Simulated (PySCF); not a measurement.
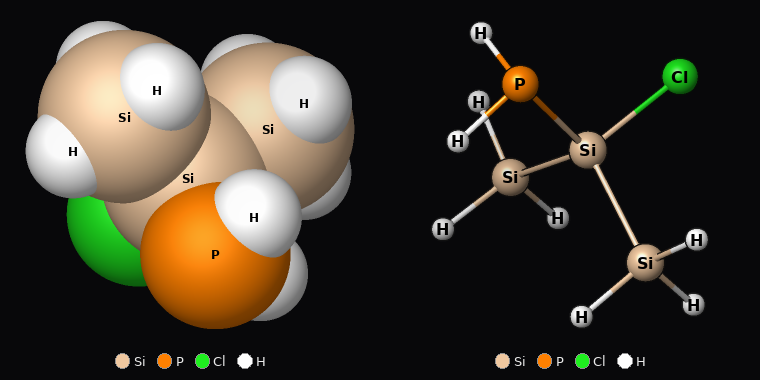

Two views of one molecule.

Question: Give the formula.

Answer: ClH8PSi3, 13 atoms: 1 chlorine, 8 hydrogen, 1 phosphorus and 3 silicon.

Question: Write the SMILES.

Answer: [SiH3][Si]([SiH3])(P)Cl

The parts below concern this one geometry. Atoms keep their numbers from picture to picture. The geometry was computed by an optimisation with PBE0-D3(BJ)/def2-SVP. No frequency run is at hand to confirm it as a minimum.

Geometry

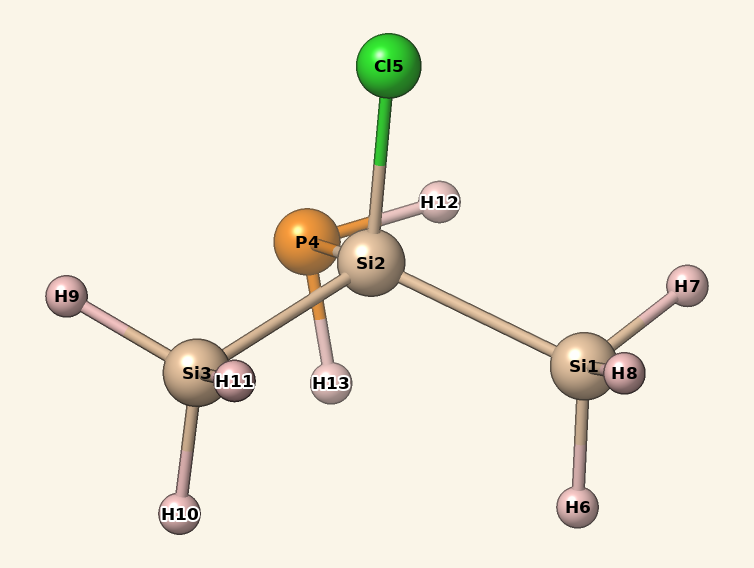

P4 lies behind Si2. The molecule seen a little off the Si2–P4 bond, Si2 in front. Distant atoms are faded towards the background colour. No frequency run is at hand to confirm it as a minimum.

Question: What is the torsion angle Cl5–Si2–P4–H12? The sign is positive where the front bond must turn clockwise to cover the back bond.

Answer: 76°, synclinal (gauche).

Core levels

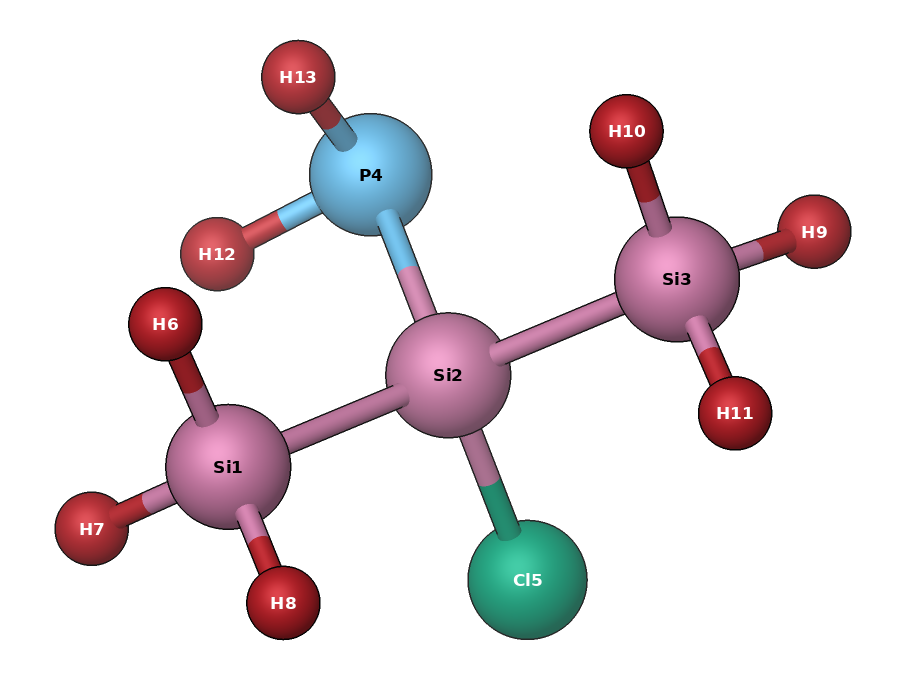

No frequency run is at hand to confirm it as a minimum. Properties computed with delta-SCF UKS HF, pcX-2 on the ionised atom, pcseg-1 elsewhere, spin-free X2C (PySCF 2.14.0).

Give the core-electron binding energies (to vacuum; p and d levels without spin–orbit splitting) of Si1 1s, Si1 2p, Si2 1s, Si2 2p, P4 1s, P4 2p, Cl5 1s, Cl5 2p.

| atom | level | binding energy (eV) |
| --- | --- | --- |
| Si1 | 1s | 1847.3 |
| Si1 | 2p | 106.3 |
| Si2 | 1s | 1847.7 |
| Si2 | 2p | 106.7 |
| P4 | 1s | 2150.9 |
| P4 | 2p | 136.2 |
| Cl5 | 1s | 2829.2 |
| Cl5 | 2p | 205.6 |

Quadrupole coupling

No frequency run is at hand to confirm it as a minimum. Electric field gradients from the ground-state density, PBE0/def2-TZVP (PySCF 2.14.0), non-relativistic apart from any core potentials.

Give the largest field-gradient component, the quadrupole coupling constant and the asymmetry for 35Cl at Cl5 (Q = −81.7 mb).

| atom | V_zz (a.u.) | e²qQ/h (MHz) | η |
| --- | --- | --- | --- |
| Cl5 | 2.241 | −43.0 | 0.02 |

Bond orders

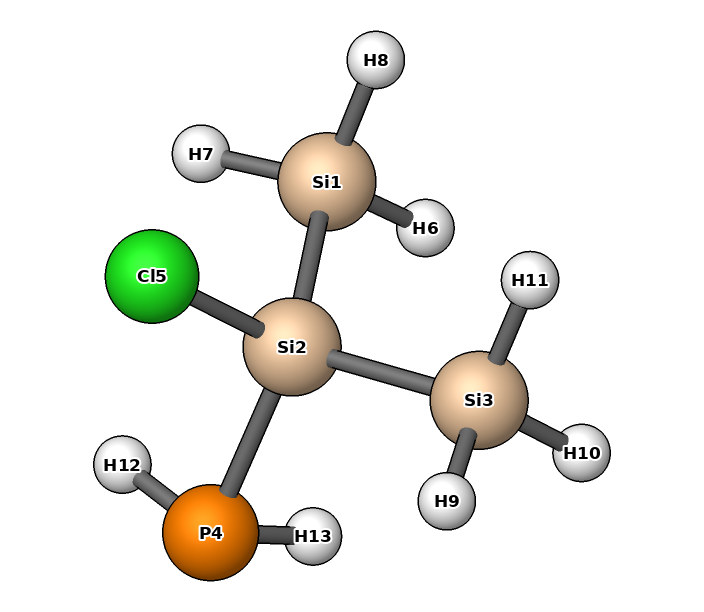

The thickness of each stick grows with its Mayer bond order. No frequency run is at hand to confirm it as a minimum. Method: PBE0/IGLO-III (PySCF 2.14.0).

List the Mayer bond orders of Si1–Si2, Si1–H6, Si1–H7, Si1–H8, Si2–Si3, Si2–P4, Si2–Cl5, Si3–H9, Si3–H10, Si3–H11, P4–H12, P4–H13.

```tsv
bond	Mayer order	length (Å)
Si1–Si2	0.98	2.341
Si1–H6	0.92	1.496
Si1–H7	0.92	1.495
Si1–H8	0.92	1.495
Si2–Si3	0.98	2.343
Si2–P4	1.00	2.269
Si2–Cl5	0.88	2.093
Si3–H9	0.93	1.493
Si3–H10	0.92	1.497
Si3–H11	0.92	1.494
P4–H12	0.95	1.430
P4–H13	0.94	1.432
```

Electronic properties

No frequency run is at hand to confirm it as a minimum. Level of theory: PBE0/aug-cc-pVDZ, gas phase (PySCF 2.14.0).

Question: What is the dipole moment?

Answer: 1.75 D.

Question: Estimate the HOMO energy (Kohn–Sham orbital).

Answer: −7.47 eV.

Question: Give the HOMO–LUMO gap at this level.

Answer: 6.54 eV.
